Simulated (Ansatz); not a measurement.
## Electronic structure of C2H6GaNO3 (SMILES CC#[N+][Ga-]([OH])([OH])[OH]) in real space

The calculation's input:

```
crystal:
  periodic: [false, false, false]
  atoms:
    - symbol: C
      position_ang: [1.178110, -0.863593, 2.601470]
    - symbol: C
      position_ang: [0.606201, -0.445820, 1.340063]
    - symbol: Ga
      position_ang: [-0.692308, 0.504975, -1.532242]
    - symbol: "N"
      position_ang: [0.151357, -0.113533, 0.336689]
    - symbol: O
      position_ang: [0.468401, -0.306552, -2.640354]
    - symbol: O
      position_ang: [-0.544899, 2.285212, -1.325829]
    - symbol: O
      position_ang: [-2.326056, -0.224540, -1.352729]
    - symbol: H
      position_ang: [0.504671, -1.577937, 3.096193]
    - symbol: H
      position_ang: [2.150822, -1.345232, 2.427018]
    - symbol: H
      position_ang: [1.319535, 0.010470, 3.253093]
    - symbol: H
      position_ang: [1.045239, 0.331858, -3.070634]
    - symbol: H
      position_ang: [-1.404575, 2.692814, -1.183577]
    - symbol: H
      position_ang: [-2.435999, -0.982924, -1.934262]
basis:
  gaussian: {orbitals: def2-SVPD}
hamiltonian: {xc: pbe0}
output: {forces: true, orbitals: {seedname: orbitals}}
```

Command:

```sh
ansatz run input.yaml --threads 2 --pin off --max-ram 6090MiB --events-out events.jsonl --progress --plain --runs-dir runs
```

Geometry: PBE0-D4/def2-SVP.

All numbers below come from isolated molecule in a Gaussian basis; Kohn-Sham density functional theory, functional PBE0 in Ansatz 0.2.0.

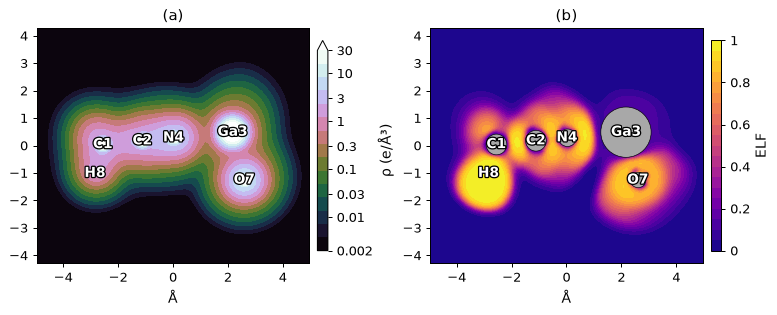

Figure 1. (a) electron density; (b) electron localisation function on the plane of atoms N4, Ga3 and O7. Grey discs cover the atomic cores in the ELF map.

Question: Read the bonding off the picture.

Answer: The plane passes through C, Ga, N, O and H nuclei.
C–N (1.15 Å): the density is about 3.5 e/Å³ at the midpoint; the ELF peaks at about 0.85 between the atoms (a multiple bond).
C–C (1.45 Å): ρ is about 1.8 e/Å³ halfway; the ELF peaks at about 0.95 between the atoms (a covalent bond).
Ga–O (1.80 Å): the density is about 0.87 e/Å³ at the midpoint; the ELF peaks at about 0.85 in the valence shell of O, 0.6 Å from its nucleus, and is about 0.25 at the midpoint.
Ga–N (2.14 Å): ρ is about 0.4 e/Å³ halfway; the ELF peaks at about 0.95 in the valence shell of N, 0.6 Å from its nucleus, and is about 0.20 at the midpoint.
C–H (1.10 Å): ρ at the midpoint is about 1.9 e/Å³; the ELF climbs to about 1 towards the hydrogen, as it does in any bond to H; a covalent bond by its length.
The ELF also peaks beside O7, away from the bonds: lone-pair regions.

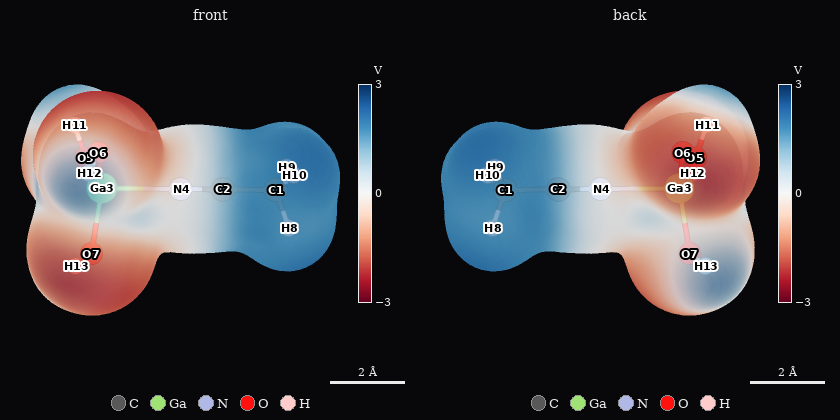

Figure 2. The molecular electrostatic potential painted on the density surface at 0.002 e/bohr³, seen from the front and from behind; red is negative and blue positive.

Question: Where is the surface potential most negative and most positive?

Answer: The most negative region (about −2.1 V) lies over O5, O6 and O7, the most positive (about +2.1 V) over H8, H9 and H10.

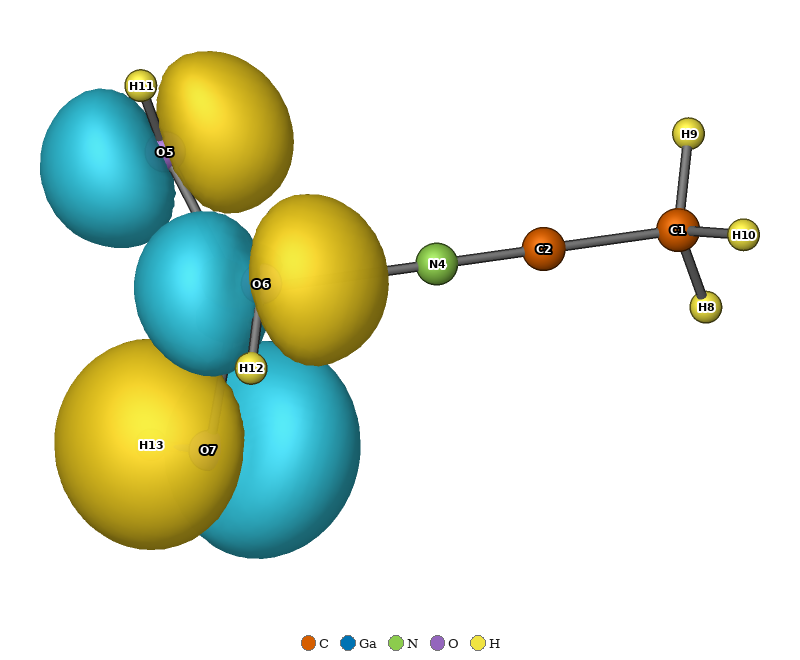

Figure 3. The HOMO at ±0.08 Å⁻³ᐟ² (yellow and cyan are the two phases), seen at a tilt.

Question: What is the character of this orbital?

Answer: It lies mainly on O7 (about 55 %), O5 (about 15 %), O6 (about 15 %) and Ga3 (about 5 %); largely a combination of lone pairs on O7, O5 and O6. It is one of a degenerate set, so its orientation is arbitrary. Its energy is −7.86 eV.
